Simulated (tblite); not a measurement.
# Run report: SiPH$_{2}$ClO$_{4}$, geometry relaxation

System: SiPH$_{2}$ClO$_{4}$, multiplicity 3.
Method: GFN2-xTB geometry optimisation, gas phase (tblite 0.8.0).

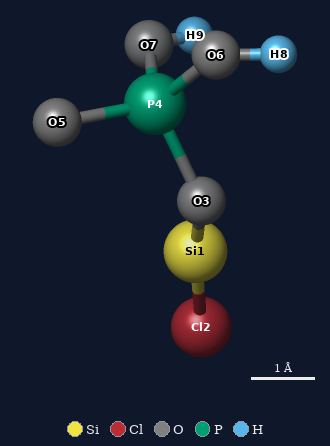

Figure 1. The input geometry (ball-and-stick view, seen at an oblique angle; atoms are numbered from 1 in the order of the input).

Input:
```
{"job": {"kind": "relax", "xc": "GFN2-xTB", "basis": "xTB"}, "charge": 0, "multiplicity": 3}
Si    -0.867616     2.939263    -0.769106
Cl    -1.128361     5.020797    -1.146850
O     -0.704391     1.194041    -0.736800
P     -0.261106     0.213218     0.664647
O     -1.691655    -0.254266     1.481568
O      0.581619    -1.182069     0.128056
O      0.736304     1.174148     1.683657
H      1.254606    -1.190792    -0.603448
H      1.500336     1.693387     1.392243
```

The first line tells a small driver script what to run in tblite; the rest is the geometry in Å.

Machine: 1 CPU thread, shared host.

Launch command:
```bash
OMP_NUM_THREADS=1 python <driver script> task.json out
```

Log:
```
step      E/eV     max force
  0    -709.44106    8.083
  1    -710.87286    4.231
  2    -710.78266   14.758
  3    -711.55459    1.378
  4    -711.72910    0.992
  5    -711.79013    0.703
  6    -711.80605    0.459
  7    -711.86583    0.876
  8    -711.90462    1.173
  9    -711.94526    0.718
 10    -711.96798    0.371
 11    -711.98154    0.472
 12    -711.99859    0.662
 13    -712.00889    0.437
 14    -712.01502    0.284
 15    -712.02097    0.361
 16    -712.03597    0.936
 17    -712.06227    1.757
 18    -712.09051    1.492
 19    -712.15895    0.666
 20    -712.17742    0.762
 21    -712.23985    0.955
 22    -712.33250    0.966
 23    -712.36791    0.540
 24    -712.37651    0.327
 25    -712.38227    0.335
 26    -712.38659    0.422
 27    -712.39210    0.290
 28    -712.39786    0.195
 29    -712.40005    0.203
 30    -712.40191    0.160
 31    -712.40329    0.158
 32    -712.40503    0.142
 33    -712.40726    0.233
 34    -712.41054    0.283
 35    -712.41537    0.289
 36    -712.42217    0.277
 37    -712.43065    0.310
 38    -712.43710    0.205
 39    -712.44020    0.183
 40    -712.44458    0.238
 41    -712.44999    0.282
 42    -712.45955    0.431
 43    -712.46811    0.316
 44    -712.47439    0.369
 45    -712.48063    0.266
 46    -712.48776    0.281
 47    -712.49737    0.401
 48    -712.50925    0.663
 49    -712.51845    0.379
 50    -712.52751    0.807
 51    -712.53884    0.343
 52    -712.55186    0.242
 53    -712.57910    0.815
 54    -712.59607    0.464
 55    -712.60743    0.592
 56    -712.61230    0.420
 57    -712.62301    0.550
 58    -712.63175    0.346
 59    -712.64011    0.301
 60    -712.65079    0.307
 61    -712.65133    0.513
 62    -712.66611    0.439
 63    -712.67887    0.325
 64    -712.69341    0.890
 65    -712.69966    0.393
 66    -712.70427    0.378
 67    -712.71294    0.568
 68    -712.72179    0.275
 69    -712.73248    0.186
 70    -712.73691    0.154
 71    -712.73850    0.163
 72    -712.74042    0.246
 73    -712.74299    0.319
 74    -712.74681    0.338
 75    -712.75135    0.327
 76    -712.75599    0.374
 77    -712.75586    0.334
 78    -712.76025    0.164
 79    -712.76093    0.083
 80    -712.76142    0.042
 81    -712.76150    0.050
 82    -712.76162    0.048
 83    -712.76177    0.044
 84    -712.76204    0.039
 85    -712.76250    0.050
 86    -712.76314    0.057
 87    -712.76382    0.053
 88    -712.76430    0.044
 89    -712.76453    0.035
 90    -712.76469    0.049
 91    -712.76479    0.025
 92    -712.76484    0.026
 93    -712.76487    0.019
 94    -712.76491    0.022
 95    -712.76495    0.036
 96    -712.76504    0.053
 97    -712.76516    0.062
 98    -712.76536    0.060
 99    -712.76560    0.055
100    -712.76590    0.063
101    -712.76625    0.050
102    -712.76660    0.037
103    -712.76685    0.022
104    -712.76695    0.015
105    -712.76699    0.013
106    -712.76701    0.013
107    -712.76703    0.013
108    -712.76708    0.016
109    -712.76718    0.038
110    -712.76732    0.024
111    -712.76752    0.109
112    -712.76779    0.068
113    -712.76835    0.071
114    -712.76900    0.069
115    -712.76943    0.113
116    -712.77016    0.051
117    -712.77032    0.030
118    -712.77036    0.020
119    -712.77038    0.011
120    -712.77040    0.006
```

Trajectory as extended XYZ (Å, eV, eV/Å), 25 frames, from step=0 to step=120:
```
9
Properties=species:S:1:pos:R:3:forces:R:3 step=0 energy=-709.44106
Si   -0.8676    2.9393   -0.7691    0.2370  -2.1160  -0.0460
Cl   -1.1284    5.0208   -1.1468   -0.0980   0.2930  -0.0350
O    -0.7044    1.1940   -0.7368    1.0440   0.5160   1.9850
P    -0.2611    0.2132    0.6646   -5.0410  -1.8190   2.6740
O    -1.6917   -0.2543    1.4816    6.8410   2.2140  -3.6920
O     0.5816   -1.1821    0.1281   -0.2930   2.3490  -0.0080
O     0.7363    1.1741    1.6837   -1.1790  -1.4100  -1.6310
H     1.2546   -1.1908   -0.6034   -1.0430   0.4450   1.0240
H     1.5003    1.6934    1.3922   -0.4680  -0.4710  -0.2710
9
Properties=species:S:1:pos:R:3:forces:R:3 step=5 energy=-711.79013
Si   -0.8441    2.8096   -0.7673    0.1370   0.0010  -0.0240
Cl   -1.1374    5.0303   -1.1496   -0.0600  -0.1730   0.0260
O    -0.6288    1.1800   -0.5830    0.3120  -0.0140  -0.3570
P    -0.2874    0.2281    0.6593   -0.5240  -0.1280   0.4510
O    -1.4700   -0.1916    1.3765   -0.0530   0.0350   0.0140
O     0.5229   -1.0262    0.1465   -0.0690  -0.1020  -0.0490
O     0.6656    1.0856    1.5856    0.0940  -0.0020   0.5340
H     1.1789   -1.1278   -0.5349    0.0730   0.4370  -0.1590
H     1.4200    1.6197    1.3610    0.0900  -0.0530  -0.4370
9
Properties=species:S:1:pos:R:3:forces:R:3 step=10 energy=-711.96798
Si   -0.7772    2.7658   -0.7752    0.1240   0.1080  -0.0620
Cl   -1.1664    4.9615   -1.1406   -0.0720  -0.1310   0.0140
O    -0.4800    1.1454   -0.5978   -0.0630   0.1380   0.2920
P    -0.3132    0.2354    0.7300    0.0010  -0.1970  -0.0550
O    -1.5222   -0.1770    1.4018   -0.1120   0.2310  -0.0190
O     0.4791   -0.9943    0.1343    0.1480  -0.3170   0.1250
O     0.6833    1.0573    1.6757   -0.1400  -0.1140  -0.2800
H     1.1489   -0.9168   -0.5409   -0.0010   0.2470  -0.0230
H     1.3673    1.5305    1.2066    0.1140   0.0340   0.0090
9
Properties=species:S:1:pos:R:3:forces:R:3 step=15 energy=-712.02097
Si   -0.7129    2.7763   -0.8002    0.2790  -0.0530  -0.1570
Cl   -1.2001    4.9093   -1.1308   -0.1440  -0.0480   0.0750
O    -0.4581    1.1563   -0.5522   -0.1820  -0.0050  -0.0880
P    -0.3260    0.1997    0.7370    0.2840   0.2180  -0.0450
O    -1.5601   -0.1321    1.4024   -0.1530  -0.1420   0.0600
O     0.4969   -1.0319    0.1494   -0.0990   0.2210  -0.0170
O     0.6870    1.0304    1.6556    0.1090  -0.0670  -0.0120
H     1.1265   -0.8000   -0.5350   -0.0630  -0.0440   0.0780
H     1.3665    1.4998    1.1677   -0.0300  -0.0800   0.1060
9
Properties=species:S:1:pos:R:3:forces:R:3 step=20 energy=-712.17742
Si   -0.4378    2.7870   -0.9420    0.0810   0.3890  -0.2070
Cl   -1.3429    4.7646   -1.0603    0.0590  -0.5680   0.1570
O    -0.5423    1.1903   -0.5502    0.1550   0.0960   0.2670
P    -0.3456    0.2423    0.7545   -0.7180  -0.2340   0.1040
O    -1.5958   -0.1218    1.3940    0.4550   0.2260   0.0180
O     0.4609   -0.9767    0.1550   -0.2600  -0.2290  -0.0950
O     0.7429    0.9633    1.6700   -0.3270   0.3010   0.1160
H     1.0792   -0.6814   -0.4989    0.3640  -0.0780  -0.3500
H     1.4012    1.4401    1.1718    0.1900   0.0960  -0.0100
9
Properties=species:S:1:pos:R:3:forces:R:3 step=25 energy=-712.38227
Si   -0.2068    2.8114   -1.0896    0.0040  -0.0270   0.0810
Cl   -1.4285    4.4549   -0.9472    0.0040  -0.1250   0.0570
O    -0.5630    1.3220   -0.4986   -0.1030  -0.1590   0.0790
P    -0.3909    0.3011    0.7465    0.2720   0.1740  -0.0910
O    -1.5836   -0.0960    1.4500   -0.2080   0.1350  -0.0800
O     0.3621   -0.9130    0.0510    0.0610   0.0040  -0.0040
O     0.6894    1.0230    1.6790   -0.0200  -0.0290  -0.0380
H     1.1015   -0.6867   -0.5120   -0.0520  -0.0030  -0.0080
H     1.4395    1.3909    1.2148    0.0410   0.0310   0.0050
9
Properties=species:S:1:pos:R:3:forces:R:3 step=30 energy=-712.40191
Si   -0.1623    2.7922   -1.0849    0.0260   0.0400   0.0280
Cl   -1.4484    4.3626   -0.9113   -0.0280  -0.0080   0.0430
O    -0.5873    1.3269   -0.4905    0.0710  -0.0620  -0.1290
P    -0.3864    0.3220    0.7396   -0.1060  -0.0510   0.0510
O    -1.6095   -0.0375    1.4162    0.0410   0.0230   0.0090
O     0.3614   -0.9021    0.0485    0.0180   0.0600   0.0370
O     0.6992    1.0258    1.6763    0.0070   0.0300  -0.0540
H     1.0933   -0.6688   -0.5212   -0.0340  -0.0320  -0.0080
H     1.4598    1.3867    1.2213    0.0040  -0.0010   0.0240
9
Properties=species:S:1:pos:R:3:forces:R:3 step=35 energy=-712.41537
Si   -0.1415    2.7929   -1.0348    0.0460  -0.0830   0.0190
Cl   -1.4722    4.3154   -0.8616   -0.0940   0.0520   0.0520
O    -0.5419    1.2719   -0.5696    0.0040   0.1210   0.0310
P    -0.3984    0.3335    0.7312    0.1770   0.0730  -0.1760
O    -1.6325    0.0172    1.4115    0.1350   0.0250  -0.0870
O     0.3748   -0.8941    0.0832   -0.0240  -0.2830   0.0570
O     0.6888    1.0541    1.6523   -0.0880   0.1470   0.0890
H     1.0662   -0.6718   -0.5408   -0.1060  -0.0010   0.0490
H     1.4764    1.3886    1.2226   -0.0500  -0.0510  -0.0340
9
Properties=species:S:1:pos:R:3:forces:R:3 step=40 energy=-712.44458
Si   -0.0976    2.7944   -0.9620   -0.0670   0.1750  -0.0990
Cl   -1.5333    4.2203   -0.7513   -0.0080  -0.0240   0.0420
O    -0.4754    1.2250   -0.6785    0.1350  -0.0840   0.1100
P    -0.3796    0.3630    0.6811    0.0820   0.0070   0.0460
O    -1.6249    0.1179    1.3636   -0.2240  -0.0620  -0.0510
O     0.3869   -0.9284    0.1496    0.0500   0.1460   0.0280
O     0.6467    1.1572    1.6087    0.0260  -0.0080  -0.0410
H     0.9963   -0.7269   -0.5616   -0.0500  -0.1210   0.0270
H     1.5006    1.3852    1.2445    0.0560  -0.0290  -0.0620
9
Properties=species:S:1:pos:R:3:forces:R:3 step=45 energy=-712.48063
Si   -0.0892    2.8224   -0.9301   -0.1460   0.0510  -0.1160
Cl   -1.6282    4.1129   -0.5952    0.0380  -0.0810   0.0290
O    -0.3123    1.1981   -0.7445    0.0160   0.1180  -0.1330
P    -0.3570    0.4126    0.6570   -0.0690   0.0550  -0.0680
O    -1.6726    0.2066    1.2231    0.1840   0.1870   0.0400
O     0.4215   -0.9174    0.2661    0.1270  -0.0150   0.0450
O     0.6376    1.2786    1.5614    0.1070  -0.2240   0.0770
H     0.8826   -0.8571   -0.5703   -0.0210  -0.0350   0.0300
H     1.5374    1.3509    1.2265   -0.2350  -0.0560   0.0970
9
Properties=species:S:1:pos:R:3:forces:R:3 step=50 energy=-712.52751
Si   -0.0727    2.8918   -1.0223   -0.2570  -0.1680   0.0740
Cl   -1.7524    3.8143   -0.3545    0.0770   0.0080  -0.0120
O    -0.1171    1.2434   -0.8243    0.1030  -0.0680   0.1160
P    -0.3227    0.5159    0.6043   -0.2330   0.0460  -0.0140
O    -1.6953    0.4268    1.0702    0.3510   0.0340  -0.2080
O     0.4697   -0.8552    0.3646    0.1090  -0.0090  -0.7940
O     0.6393    1.3122    1.5851   -0.0100  -0.0510  -0.1250
H     0.7452   -0.9979   -0.5595   -0.3150   0.1000   0.7360
H     1.5257    1.2563    1.2303    0.1750   0.1080   0.2270
9
Properties=species:S:1:pos:R:3:forces:R:3 step=55 energy=-712.60743
Si   -0.2327    2.8880   -1.0749   -0.2460   0.0030   0.0610
Cl   -1.8584    3.7334   -0.1460    0.3030  -0.2220  -0.1440
O     0.0798    1.2505   -0.9126    0.0960   0.1760   0.1060
P    -0.2482    0.5875    0.5097    0.2460  -0.0720   0.0020
O    -1.6560    0.6003    0.8334   -0.2860  -0.1090   0.0780
O     0.5111   -0.8151    0.4130    0.0900  -0.2030  -0.5480
O     0.6539    1.3343    1.5719    0.3620   0.1180  -0.1740
H     0.5779   -1.2340   -0.4556   -0.2370   0.2870   0.4300
H     1.5923    1.2628    1.3551   -0.3300   0.0230   0.1890
9
Properties=species:S:1:pos:R:3:forces:R:3 step=60 energy=-712.65079
Si   -0.3262    2.8808   -1.1557    0.0850  -0.0420  -0.1260
Cl   -1.8629    3.6055   -0.0679   -0.0300   0.0070   0.0390
O     0.2165    1.3210   -0.8800   -0.0240   0.0600  -0.1440
P    -0.2173    0.6273    0.4869    0.2430  -0.1030  -0.0060
O    -1.6381    0.6586    0.7547   -0.2260  -0.1150   0.0310
O     0.5086   -0.7908    0.3818    0.1830   0.1060   0.1890
O     0.6601    1.3453    1.5846   -0.1710   0.0350   0.1410
H     0.4855   -1.2848   -0.4312   -0.2530   0.0770  -0.1560
H     1.5936    1.2448    1.4209    0.1920  -0.0250   0.0330
9
Properties=species:S:1:pos:R:3:forces:R:3 step=65 energy=-712.69966
Si   -0.4135    2.8450   -1.2691    0.0160   0.0310  -0.0890
Cl   -1.8518    3.5375   -0.0340   -0.0220   0.0710   0.0230
O     0.3151    1.4036   -0.8526    0.0410  -0.2100   0.1130
P    -0.1648    0.6526    0.4781    0.0090   0.0450   0.0590
O    -1.6032    0.6262    0.6608   -0.0730   0.0650   0.0800
O     0.5451   -0.7650    0.3770    0.3270   0.0560  -0.2110
O     0.6735    1.3346    1.6307    0.0060   0.0240  -0.0010
H     0.2994   -1.2500   -0.4059   -0.1360  -0.0850  -0.0150
H     1.6201    1.2233    1.5090   -0.1680   0.0050   0.0400
9
Properties=species:S:1:pos:R:3:forces:R:3 step=70 energy=-712.73691
Si   -0.4810    2.7820   -1.3599    0.0200  -0.0890   0.0670
Cl   -1.8078    3.5925   -0.0635    0.0130   0.0260  -0.0060
O     0.3280    1.4295   -0.8119   -0.0070   0.1530   0.0050
P    -0.1404    0.6430    0.4967    0.0140   0.0110  -0.0750
O    -1.5779    0.5775    0.6851   -0.0290  -0.0160   0.0040
O     0.6243   -0.7395    0.2843    0.0330   0.0070  -0.0260
O     0.6540    1.3111    1.6835    0.0430  -0.0150  -0.0300
H     0.2133   -1.2322   -0.4246    0.0020  -0.0460   0.1000
H     1.6073    1.2438    1.6044   -0.0870  -0.0320  -0.0390
9
Properties=species:S:1:pos:R:3:forces:R:3 step=75 energy=-712.75135
Si   -0.5766    2.7295   -1.3928    0.0000  -0.0370   0.0660
Cl   -1.7849    3.7013   -0.0838    0.0550  -0.0360  -0.0290
O     0.3724    1.5134   -0.7654   -0.1170   0.0250  -0.0220
P    -0.1226    0.6397    0.4780   -0.2670  -0.0730   0.1480
O    -1.5649    0.5367    0.6526    0.2710   0.0700  -0.1690
O     0.6602   -0.7328    0.2563   -0.0440  -0.0920  -0.2410
O     0.6415    1.2786    1.6978   -0.1010   0.0190   0.0700
H     0.2024   -1.2977   -0.3721    0.0910   0.1550   0.2300
H     1.5922    1.2390    1.6233    0.1120  -0.0310  -0.0530
9
Properties=species:S:1:pos:R:3:forces:R:3 step=80 energy=-712.76142
Si   -0.6444    2.6753   -1.4135    0.0080   0.0150   0.0290
Cl   -1.7531    3.7579   -0.1077    0.0110  -0.0110  -0.0110
O     0.3796    1.5680   -0.7215   -0.0190  -0.0100   0.0000
P    -0.1129    0.6385    0.4842    0.0140   0.0240  -0.0320
O    -1.5546    0.5171    0.6079   -0.0070  -0.0200   0.0040
O     0.6935   -0.7128    0.2179    0.0200   0.0070  -0.0150
O     0.6351    1.2442    1.7320    0.0130   0.0010  -0.0150
H     0.1893   -1.3067   -0.3347   -0.0140   0.0020   0.0330
H     1.5873    1.2262    1.6293   -0.0260  -0.0080   0.0060
9
Properties=species:S:1:pos:R:3:forces:R:3 step=85 energy=-712.76250
Si   -0.6526    2.6762   -1.4092    0.0100   0.0230  -0.0370
Cl   -1.7462    3.7823   -0.1151   -0.0100   0.0020   0.0260
O     0.3766    1.5730   -0.7228   -0.0010   0.0000  -0.0180
P    -0.1084    0.6363    0.4768   -0.0080  -0.0380   0.0320
O    -1.5480    0.4925    0.6012   -0.0250   0.0190  -0.0150
O     0.7075   -0.7085    0.2067    0.0220   0.0050  -0.0180
O     0.6289    1.2483    1.7280   -0.0130  -0.0020   0.0060
H     0.1808   -1.3138   -0.3116    0.0060  -0.0080   0.0290
H     1.5813    1.2215    1.6400    0.0200  -0.0010  -0.0040
9
Properties=species:S:1:pos:R:3:forces:R:3 step=90 energy=-712.76469
Si   -0.6232    2.7250   -1.4036    0.0070  -0.0030   0.0110
Cl   -1.7678    3.7405   -0.0764    0.0090  -0.0040   0.0030
O     0.3782    1.5727   -0.7522   -0.0020  -0.0060   0.0090
P    -0.1089    0.6451    0.4530    0.0000   0.0080  -0.0070
O    -1.5493    0.4988    0.5704    0.0150  -0.0110  -0.0010
O     0.7191   -0.6955    0.1981    0.0220   0.0320   0.0260
O     0.6207    1.2671    1.7064   -0.0090  -0.0010  -0.0030
H     0.1773   -1.3404   -0.2495   -0.0320  -0.0290  -0.0230
H     1.5736    1.1944    1.6478   -0.0110   0.0140  -0.0170
9
Properties=species:S:1:pos:R:3:forces:R:3 step=95 energy=-712.76495
Si   -0.6096    2.7331   -1.3980   -0.0010   0.0040  -0.0040
Cl   -1.7702    3.7287   -0.0704    0.0070   0.0000   0.0090
O     0.3786    1.5643   -0.7567    0.0010  -0.0010  -0.0030
P    -0.1109    0.6453    0.4533   -0.0110   0.0030  -0.0030
O    -1.5510    0.4996    0.5728    0.0020  -0.0020  -0.0070
O     0.7155   -0.6965    0.2048   -0.0080  -0.0330  -0.0120
O     0.6197    1.2741    1.7021   -0.0060  -0.0060   0.0100
H     0.1757   -1.3380   -0.2534    0.0120   0.0170   0.0170
H     1.5718    1.1972    1.6394    0.0040   0.0190  -0.0060
9
Properties=species:S:1:pos:R:3:forces:R:3 step=100 energy=-712.76590
Si   -0.5852    2.7590   -1.3824    0.0090  -0.0280   0.0010
Cl   -1.7528    3.7267   -0.0407    0.0050   0.0000   0.0180
O     0.3722    1.5489   -0.7685   -0.0030   0.0130  -0.0050
P    -0.1197    0.6359    0.4447    0.0440  -0.0120   0.0060
O    -1.5589    0.4801    0.5585   -0.0030  -0.0040   0.0020
O     0.7198   -0.7011    0.2087   -0.0300  -0.0030  -0.0150
O     0.6037    1.2757    1.6941    0.0340   0.0070  -0.0320
H     0.1827   -1.3590   -0.2285    0.0050   0.0170   0.0080
H     1.5580    1.2416    1.6083   -0.0600   0.0100   0.0170
9
Properties=species:S:1:pos:R:3:forces:R:3 step=105 energy=-712.76699
Si   -0.5679    2.7717   -1.3674   -0.0050  -0.0020  -0.0080
Cl   -1.7279    3.6968    0.0117    0.0080   0.0030   0.0090
O     0.3830    1.5393   -0.7878   -0.0040  -0.0050  -0.0030
P    -0.1183    0.6315    0.4249   -0.0090   0.0020  -0.0030
O    -1.5576    0.4672    0.5285    0.0010  -0.0020  -0.0030
O     0.7217   -0.7052    0.1989    0.0010   0.0000   0.0070
O     0.5832    1.2880    1.6780   -0.0070   0.0060   0.0010
H     0.1661   -1.3755   -0.1937    0.0100   0.0050  -0.0010
H     1.5374    1.2938    1.6008    0.0030  -0.0080   0.0010
9
Properties=species:S:1:pos:R:3:forces:R:3 step=110 energy=-712.76732
Si   -0.5509    2.7957   -1.3521   -0.0080  -0.0010  -0.0200
Cl   -1.7083    3.6893    0.0500    0.0080   0.0010   0.0150
O     0.3740    1.5247   -0.8140    0.0060  -0.0030  -0.0020
P    -0.1243    0.6292    0.4075   -0.0020  -0.0110   0.0100
O    -1.5619    0.4497    0.5072   -0.0050   0.0000  -0.0020
O     0.7319   -0.7004    0.2002    0.0000   0.0150   0.0170
O     0.5640    1.3072    1.6581    0.0200   0.0010  -0.0130
H     0.1757   -1.3914   -0.1530    0.0020  -0.0030  -0.0150
H     1.5195    1.3038    1.5900   -0.0210   0.0010   0.0090
9
Properties=species:S:1:pos:R:3:forces:R:3 step=115 energy=-712.76943
Si   -0.6055    2.7534   -1.3660   -0.0510   0.0720   0.0260
Cl   -1.5575    3.7235    0.1440    0.0180  -0.0160  -0.0380
O     0.3342    1.4871   -0.8514    0.0180  -0.0260  -0.0320
P    -0.1499    0.6166    0.3967    0.0690   0.0230  -0.0280
O    -1.5828    0.4057    0.4882   -0.0410  -0.0070   0.0200
O     0.7494   -0.6877    0.2357    0.0110  -0.0870  -0.0020
O     0.5167    1.3470    1.6267   -0.0860   0.0300   0.0670
H     0.2437   -1.3961   -0.1583    0.0070   0.0230   0.0050
H     1.4715    1.3583    1.5783    0.0550  -0.0120  -0.0180
9
Properties=species:S:1:pos:R:3:forces:R:3 step=120 energy=-712.77040
Si   -0.5994    2.7626   -1.3594   -0.0010   0.0020  -0.0020
Cl   -1.5504    3.7207    0.1535    0.0000   0.0000   0.0000
O     0.3256    1.4716   -0.8684   -0.0020   0.0000   0.0020
P    -0.1510    0.6165    0.3937   -0.0010   0.0010  -0.0020
O    -1.5840    0.4036    0.4917    0.0010   0.0010   0.0000
O     0.7502   -0.6905    0.2492    0.0020  -0.0060   0.0000
O     0.5112    1.3621    1.6184   -0.0020  -0.0020   0.0000
H     0.2497   -1.3930   -0.1605    0.0010   0.0030   0.0020
H     1.4677    1.3541    1.5757    0.0010   0.0000   0.0000
```

Key numbers:

| quantity | value |
| --- | --- |
| outcome | converged |
| total energy | −712.7704 eV |
| wall time | 5.4 s |
| peak memory | 0.18 GiB |
